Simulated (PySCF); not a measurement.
C6H13GaO2, SMILES [Ga]([CH]=C)([O]CC)[O]CC at its GFN2-xTB optimised geometry (Å):

```
22

Ga     0.0882    -0.6998     0.0000
C      2.1103    -0.6998     0.0000
C      2.7988    -1.8250    -0.0085
H      2.6035     0.2673     0.0067
H      3.8811    -1.8372    -0.0085
H      2.3047    -2.7843    -0.0143
O     -0.5355    -2.3316    -0.0074
C     -1.7444    -3.0540    -0.0041
C     -2.9689    -2.1522     0.0592
H     -1.7786    -3.6651    -0.9161
H     -1.7326    -3.7282     0.8632
H     -2.9658    -1.4799    -0.7983
H     -3.8811    -2.7449     0.0571
H     -2.9261    -1.5484     0.9653
O     -1.0353     0.6650     0.0000
C     -1.0125     2.0697     0.0048
C      0.3992     2.6411     0.0204
H     -1.5425     2.4228    -0.8895
H     -1.5602     2.4166     0.8907
H      0.9389     2.2995    -0.8637
H      0.3708     3.7282     0.0253
H      0.9223     2.2912     0.9112
```

Computed with PBE0/def2-SVP (PySCF). Cells within 0.4 Å of a nucleus heavier than hydrogen are left out (blank, or x).

Map of the electron localisation function on the plane z = 0.0 Å:

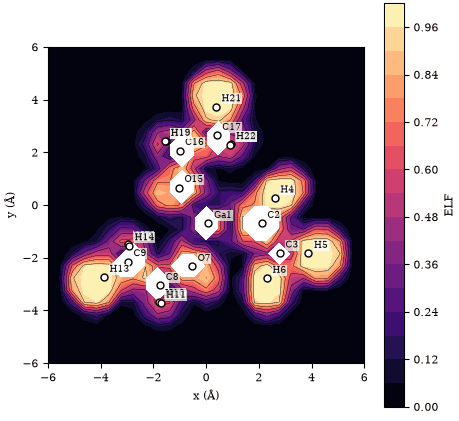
Electron localisation function on the plane z = 0.0 Å.
